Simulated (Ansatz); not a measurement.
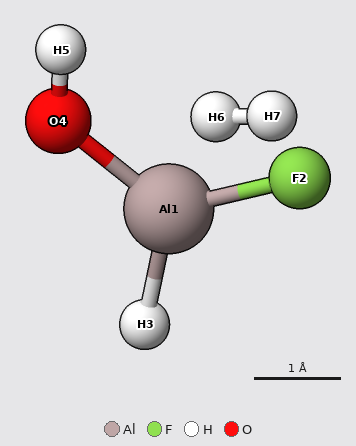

Figure 1. The input geometry (ball-and-stick view, seen at a tilt; atoms are numbered from 1 in the order of the input). Sticks mark near contacts.

**Run report: AlH₄OF, nudged elastic band**

The run: nudged elastic band of AlH₄OF. Method and program: RKS B3LYP-D4/def2-SVP (Ansatz 0.2.0).

It belongs to a series of runs on one base structure; here: band between the two ends. Figures and captions count atoms from 1; the log counts them from 0 in places.

Input file
```yaml
crystal:
  periodic: [false, false, false]
  atoms:
    - { symbol: Al, position_ang: [0.046489, -0.226431, 0.080722] }
    - { symbol: F, position_ang: [0.012672, -0.637031, 1.70211] }
    - { symbol: H, position_ang: [1.397378, 0.114958, -0.623887] }
    - { symbol: O, position_ang: [-1.365945, -0.345311, -0.848418] }
    - { symbol: H, position_ang: [-2.24587, -0.592974, -0.551936] }
    - { symbol: H, position_ang: [-0.288288, 2.129759, 0.691737] }
    - { symbol: H, position_ang: [-0.204935, 1.76993, 1.35937] }
basis:
  gaussian: { orbitals: def2-SVP }
hamiltonian:
  xc: b3lyp
  dispersion: d4
neb:
  order_check: false
  images: 5
  f_tol: 0.05
  max_iterations: 60
  final_atoms:
    - { symbol: Al, position_ang: [-0.11733836, 0.42885103, -0.14809847] }
    - { symbol: F, position_ang: [0.02553148, 0.11898252, 1.90613403] }
    - { symbol: H, position_ang: [1.20779785, -0.20493796, -0.73033264] }
    - { symbol: O, position_ang: [-1.66922861, -0.16743111, -0.54748392] }
    - { symbol: H, position_ang: [-1.86962599, -0.97702116, -1.02377354] }
    - { symbol: H, position_ang: [-0.15784301, 1.94626853, 0.41170992] }
    - { symbol: H, position_ang: [-0.06779236, 1.06818815, 1.94154263] }
  initial_path:
    images:
      - { positions_ang: [[0.046489, -0.226431, 0.080722], [0.012672, -0.637031, 1.70211], [1.397378, 0.114958, -0.623887], [-1.365945, -0.345311, -0.848418], [-2.24587, -0.592974, -0.551936], [-0.288288, 2.129759, 0.691737], [-0.204935, 1.76993, 1.35937]] }
      - { positions_ang: [[0.03085459, -0.1497687, 0.05218668], [0.00949219, -0.43264426, 1.81304953], [1.38132786, 0.08138088, -0.67831097], [-1.42511642, -0.22510352, -0.86298689], [-2.18148014, -0.67337755, -0.59933803], [-0.26958923, 2.00156629, 0.6629881], [-0.19398785, 1.61084685, 1.42210959]] }
      - { positions_ang: [[0.01522018, -0.0731064, 0.02365136], [0.00631238, -0.22825752, 1.92398905], [1.36527773, 0.04780376, -0.73273494], [-1.48428785, -0.10489604, -0.87755578], [-2.11709028, -0.7537811, -0.64674007], [-0.25089046, 1.87337359, 0.6342392], [-0.18304071, 1.45176371, 1.48484917]] }
      - { positions_ang: [[-0.00041423, 0.0035559, -0.00488396], [0.00313257, -0.02387078, 2.03492858], [1.34922759, 0.01422664, -0.78715891], [-1.54345927, 0.01531144, -0.89212466], [-2.05270041, -0.83418465, -0.6941421], [-0.23219168, 1.74518088, 0.60549029], [-0.17209356, 1.29268056, 1.54758876]] }
      - { positions_ang: [[-0.03938894, 0.14532094, -0.05262213], [0.01059887, 0.02374699, 1.99199706], [1.30208434, -0.05882822, -0.76821682], [-1.58538238, -0.04560275, -0.77724442], [-1.99167561, -0.88179682, -0.80401925], [-0.20740879, 1.8122101, 0.54089684], [-0.13732649, 1.21784976, 1.67890671]] }
      - { positions_ang: [[-0.07836365, 0.28708599, -0.1003603], [0.01806518, 0.07136475, 1.94906555], [1.25494109, -0.13188309, -0.74927473], [-1.62730549, -0.10651693, -0.66236417], [-1.9306508, -0.92940899, -0.91389639], [-0.1826259, 1.87923932, 0.47630338], [-0.10255943, 1.14301896, 1.81022467]] }
      - { positions_ang: [[-0.11733836, 0.42885103, -0.14809847], [0.02553148, 0.11898252, 1.90613403], [1.20779785, -0.20493796, -0.73033264], [-1.66922861, -0.16743111, -0.54748392], [-1.86962599, -0.97702116, -1.02377354], [-0.15784301, 1.94626853, 0.41170992], [-0.06779236, 1.06818815, 1.94154263]] }
```

Run on 1 thread of Intel Xeon (Sapphire Rapids), 32 GiB of memory available, shared host.

Command:
```bash
ansatz run input.yaml --threads 1 --pin off --max-ram 2048MiB --backend cpu --events-out ev --progress --plain --runs-dir out
```

What the program printed
```
Engine: ansatz 0.2.0, x86_64-unknown-linux-gnu
Functional definition: B3LYP
  parameter a0 = 0.2
  parameter ax = 0.72
  parameter ac = 0.81
  exchange = (1 - a0 - ax)*slater_x + ax*b88_x + a0*exact_x
  correlation = (1 - ac)*vwn_rpa_c + ac*lyp_c
658 factors; integrals over basis functions are off by at most 4.4e-4 eV
mean field evaluation 1: about -11416.5500 eV, gradient 6.4e1 eV
mean field evaluation 2: about -11396.2882 eV, gradient 1.2e2 eV
mean field evaluation 4: about -11423.3019 eV, gradient 8.4e0 eV
mean field evaluation 8: about -11423.4139 eV, gradient 1.3e-2 eV
mean field -11423.41387055 eV, -419.8027166748 hartree, gradient 6.4e-5 eV, S^2 0.000000; 0 other end points of the search recorded, 0 dependent functions left out
the calculation of the forces begins
reference -11423.41409428 eV, -419.8027248965 hartree; 17, 17 occupied and 49, 49 virtual orbitals, 658 factors
660 factors; integrals over basis functions are off by at most 1.6e-3 eV
mean field evaluation 16: about -11421.7490 eV, gradient 1.2e1 eV
mean field -11422.06638042 eV, -419.7531973260 hartree, gradient 1.5e-5 eV, S^2 0.000000; 0 other end points of the search recorded, 0 dependent functions left out
[... from here on the field's lines of each further geometry are left out, up to the last ...]
NEB iter   1: max|band force component| = 2.690e0 eV/Å  barrier→ = 2.0144 eV  barrier← = 0.6618 eV  Δτ_max = 0.2000 Å  (158 SCF iters)
NEB iter   2: max|band force component| = 2.680e0 eV/Å  barrier→ = 1.4269 eV  barrier← = 0.0743 eV  Δτ_max = 0.1001 Å  (138 SCF iters)
NEB iter   3: max|band force component| = 1.101e0 eV/Å  barrier→ = 1.3979 eV  barrier← = 0.0453 eV  Δτ_max = 0.1577 Å  (127 SCF iters)
NEB iter   4: max|band force component| = 2.481e0 eV/Å  barrier→ = 1.3936 eV  barrier← = 0.0409 eV  Δτ_max = 0.0811 Å  (129 SCF iters)
NEB iter   5: max|band force component| = 4.748e-1 eV/Å  barrier→ = 1.3903 eV  barrier← = 0.0377 eV  CI = image 5  Δτ_max = 0.1060 Å  (129 SCF iters)
NEB iter   6: max|band force component| = 2.950e-1 eV/Å  barrier→ = 1.3867 eV  barrier← = 0.0340 eV  CI = image 5  Δτ_max = 0.1128 Å  (123 SCF iters)
NEB iter   7: max|band force component| = 1.880e-1 eV/Å  barrier→ = 1.3853 eV  barrier← = 0.0327 eV  CI = image 5  Δτ_max = 0.1698 Å  (123 SCF iters)
NEB iter   8: max|band force component| = 6.034e-1 eV/Å  barrier→ = 1.3847 eV  barrier← = 0.0320 eV  CI = image 5  Δτ_max = 0.0826 Å  (124 SCF iters)
NEB iter   9: max|band force component| = 2.800e-1 eV/Å  barrier→ = 1.3844 eV  barrier← = 0.0318 eV  CI = image 5  Δτ_max = 0.0652 Å  (126 SCF iters)
NEB iter  10: max|band force component| = 3.087e-1 eV/Å  barrier→ = 1.3845 eV  barrier← = 0.0319 eV  CI = image 5  Δτ_max = 0.0324 Å  (118 SCF iters)
NEB iter  11: max|band force component| = 2.211e-1 eV/Å  barrier→ = 1.3846 eV  barrier← = 0.0320 eV  CI = image 5  Δτ_max = 0.0326 Å  (120 SCF iters)
NEB iter  12: max|band force component| = 1.950e-1 eV/Å  barrier→ = 1.3846 eV  barrier← = 0.0319 eV  CI = image 5  Δτ_max = 0.0323 Å  (121 SCF iters)
NEB iter  13: max|band force component| = 2.273e-1 eV/Å  barrier→ = 1.3846 eV  barrier← = 0.0319 eV  CI = image 5  Δτ_max = 0.0164 Å  (123 SCF iters)
NEB iter  14: max|band force component| = 1.923e-1 eV/Å  barrier→ = 1.3845 eV  barrier← = 0.0319 eV  CI = image 5  Δτ_max = 0.0162 Å  (109 SCF iters)
NEB iter  15: max|band force component| = 8.388e-2 eV/Å  barrier→ = 1.3845 eV  barrier← = 0.0319 eV  CI = image 5  Δτ_max = 0.0323 Å  (116 SCF iters)
NEB iter  16: max|band force component| = 7.670e-2 eV/Å  barrier→ = 1.3845 eV  barrier← = 0.0319 eV  CI = image 5  Δτ_max = 0.0323 Å  (118 SCF iters)
NEB iter  17: max|band force component| = 8.449e-2 eV/Å  barrier→ = 1.3845 eV  barrier← = 0.0319 eV  CI = image 5  Δτ_max = 0.0162 Å  (120 SCF iters)
NEB iter  18: max|band force component| = 7.157e-2 eV/Å  barrier→ = 1.3845 eV  barrier← = 0.0319 eV  CI = image 5  Δτ_max = 0.0324 Å  (118 SCF iters)
NEB iter  19: max|band force component| = 6.927e-2 eV/Å  barrier→ = 1.3845 eV  barrier← = 0.0319 eV  CI = image 5  Δτ_max = 0.0323 Å  (123 SCF iters)
NEB iter  20: max|band force component| = 5.874e-2 eV/Å  barrier→ = 1.3845 eV  barrier← = 0.0319 eV  CI = image 5  Δτ_max = 0.0325 Å  (124 SCF iters)
NEB iter  21: max|band force component| = 7.289e-2 eV/Å  barrier→ = 1.3845 eV  barrier← = 0.0319 eV  CI = image 5  Δτ_max = 0.0162 Å  (121 SCF iters)
the calculation of the forces begins
reference -11422.94313095 eV, -419.7854173133 hartree; 17, 17 occupied and 49, 49 virtual orbitals, 658 factors
662 factors; integrals over basis functions are off by at most 1.7e-3 eV
mean field evaluation 832: about -11422.0329 eV, gradient 1.6e-5 eV
mean field -11422.03291716 eV, -419.7519675738 hartree, gradient 1.9e-5 eV, S^2 0.000000; 1 other end points of the search recorded, 0 dependent functions left out
the calculation of the forces begins
reference -11422.03314344 eV, -419.7519758892 hartree; 17, 17 occupied and 49, 49 virtual orbitals, 662 factors
NEB iter  22: max|band force component| = 3.444e-2 eV/Å  barrier→ = 1.3845 eV  barrier← = 0.0319 eV  CI = image 5  Δτ_max = 0.0000 Å  (230 SCF iters)
```

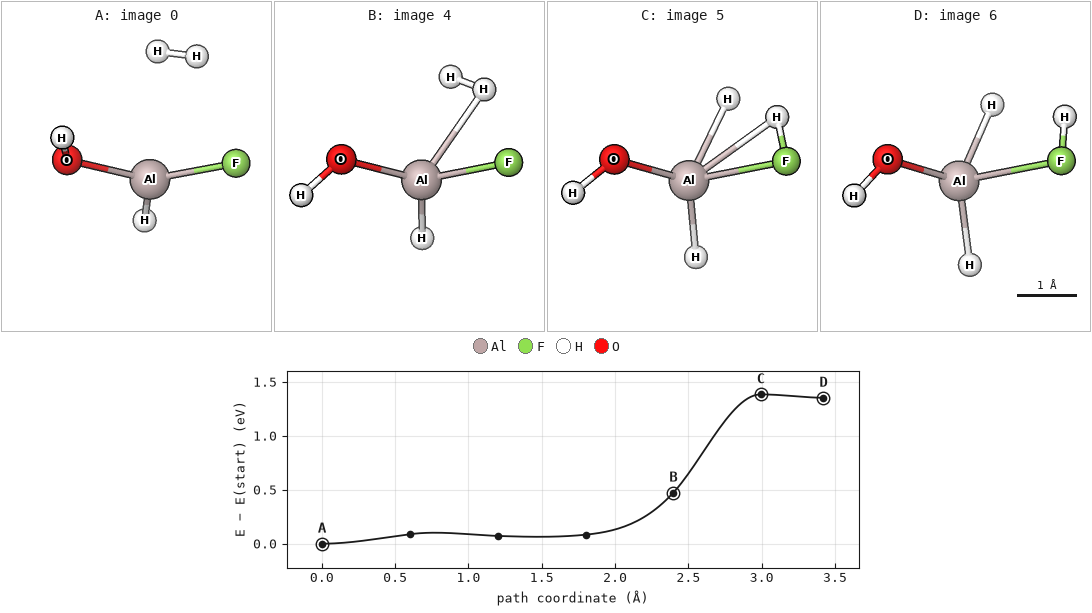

Figure 2. Images of the last band (counted from 0; ball-and-stick, seen at a tilt) above the energy along the path; the line is a cubic interpolation that uses the forces. The highest image is number 5, 1.384 eV above the start and 0.032 eV above the end (the climbing image); the end lies 1.353 eV above the start. A further maximum stands at image 1, 0.088 eV from the start, so the path isn't one elementary step. The path is 3.42 Å long. The band converged in 22 iterations.

```
Total energy: -11422.16238672 eV, -419.7567254923 hartree
Atom 0 at    -0.109725     0.312350    -0.040785 Å, force    -0.000305    -0.000029    -0.000169 eV/Å
Atom 1 at     0.028104     0.152723     1.909075 Å, force     0.000165    -0.000246     0.000262 eV/Å
Atom 2 at     1.228703    -0.171833    -0.710819 Å, force     0.000042    -0.000018     0.000083 eV/Å
Atom 3 at    -1.666532    -0.202294    -0.498711 Å, force     0.000012     0.000087     0.000027 eV/Å
Atom 4 at    -1.906009    -0.906761    -1.105217 Å, force     0.000122     0.000043    -0.000020 eV/Å
Atom 5 at    -0.159196     1.866923     0.606638 Å, force    -0.000041    -0.000000    -0.000068 eV/Å
Atom 6 at    -0.063844     1.161791     1.649517 Å, force     0.000005     0.000164    -0.000116 eV/Å
Dipole moment:     0.029239    -0.082255    -0.073854 e Å
this run last wrote the band of iteration 22 to [file]
```

The last band as extended XYZ (Å, eV, eV/Å)
```
7
Properties=species:S:1:pos:R:3:forces:R:3 image=0 energy=-11423.54666
Al    0.0465   -0.2264    0.0807   -0.0085   0.0067   0.0071
F     0.0127   -0.6370    1.7021    0.0036   0.0005  -0.0041
H     1.3974    0.1150   -0.6239    0.0033  -0.0050  -0.0003
O    -1.3659   -0.3453   -0.8484   -0.0009   0.0014  -0.0081
H    -2.2459   -0.5930   -0.5519    0.0010  -0.0043   0.0015
H    -0.2883    2.1298    0.6917   -0.0012  -0.0069   0.0042
H    -0.2049    1.7699    1.3594    0.0026   0.0076  -0.0003
7
Properties=species:S:1:pos:R:3:forces:R:3 image=1 energy=-11423.45867
Al    0.0610   -0.2552    0.1957   -0.0085   0.0027  -0.0018
F     0.1722   -0.7007    1.8004   -0.0255  -0.0002  -0.0140
H     1.3818    0.0315   -0.5868    0.0363   0.0099   0.0236
O    -1.4036   -0.2419   -0.6043    0.0754   0.0344  -0.1328
H    -2.2659   -0.5320   -0.8805   -0.0784  -0.0342   0.1182
H    -0.5268    2.0184    0.6448    0.0098  -0.0073  -0.0033
H    -0.0673    1.8927    1.2405   -0.0091  -0.0052   0.0100
7
Properties=species:S:1:pos:R:3:forces:R:3 image=2 energy=-11423.47473
Al    0.0005   -0.2818    0.2624    0.0056   0.0022  -0.0028
F     0.2016   -0.6181    1.8810    0.0058   0.0218   0.0111
H     1.2918   -0.1139   -0.6137   -0.0244   0.0002  -0.0108
O    -1.5911   -0.3114   -0.3142   -0.0274  -0.0304   0.0402
H    -1.9659   -0.4012   -1.1913    0.0340   0.0269  -0.0383
H    -0.5573    2.0029    0.6198    0.0111  -0.0086   0.0052
H    -0.0281    1.9365    1.1658   -0.0048  -0.0121  -0.0046
7
Properties=species:S:1:pos:R:3:forces:R:3 image=3 energy=-11423.46296
Al   -0.0674   -0.1908    0.2232    0.0249  -0.0568   0.0027
F     0.1086   -0.3661    1.8774    0.0112  -0.0842   0.0151
H     1.2198   -0.0893   -0.6683   -0.0049   0.0059   0.0135
O    -1.6436   -0.3440   -0.3786   -0.0167  -0.0530   0.0501
H    -1.9491   -0.6459   -1.2361    0.0044   0.0585  -0.0371
H    -0.2128    2.0989    0.6602   -0.0147   0.0486  -0.0255
H    -0.1040    1.7502    1.3318   -0.0043   0.0810  -0.0189
7
Properties=species:S:1:pos:R:3:forces:R:3 image=4 energy=-11423.07356
Al   -0.0895    0.0564    0.1361    0.0557  -0.7298   0.4989
F     0.0457   -0.0998    1.8470    0.0623  -0.7076  -0.1772
H     1.2249   -0.1196   -0.7049   -0.0101   0.1654   0.0096
O    -1.6532   -0.1847   -0.4871    0.0376   0.0305   0.0435
H    -1.9171   -0.8536   -1.1249   -0.0221   0.1273  -0.0413
H    -0.1603    1.9362    0.7397   -0.0207   0.2032   0.3695
H    -0.0991    1.4780    1.4039   -0.1027   0.9110  -0.7030
7
Properties=species:S:1:pos:R:3:forces:R:3 image=5 energy=-11422.16216
Al   -0.1097    0.3124   -0.0408   -0.0003   0.0000  -0.0002
F     0.0281    0.1527    1.9091    0.0002  -0.0002   0.0003
H     1.2287   -0.1718   -0.7108    0.0000   0.0000   0.0001
O    -1.6665   -0.2023   -0.4987    0.0000   0.0001   0.0000
H    -1.9060   -0.9068   -1.1052    0.0001   0.0000   0.0000
H    -0.1592    1.8669    0.6066    0.0000   0.0000  -0.0001
H    -0.0638    1.1618    1.6495    0.0000   0.0002  -0.0001
7
Properties=species:S:1:pos:R:3:forces:R:3 image=6 energy=-11422.19403
Al   -0.1173    0.4289   -0.1481    0.0047   0.0110  -0.0028
F     0.0255    0.1190    1.9061   -0.0008   0.0167  -0.0034
H     1.2078   -0.2049   -0.7303    0.0002  -0.0035  -0.0008
O    -1.6692   -0.1674   -0.5475   -0.0082   0.0020  -0.0001
H    -1.8696   -0.9770   -1.0238    0.0031  -0.0039  -0.0010
H    -0.1578    1.9463    0.4117   -0.0003  -0.0067  -0.0062
H    -0.0678    1.0682    1.9415    0.0014  -0.0155   0.0143
```

Summary

| quantity | value |
| --- | --- |
| outcome | converged |
| barrier, forward | 1.385 eV |
| barrier, backward | 0.032 eV |
| wall time | 2.7 min |
| peak memory | 0.14 GiB |

The order of the saddle point was not checked.
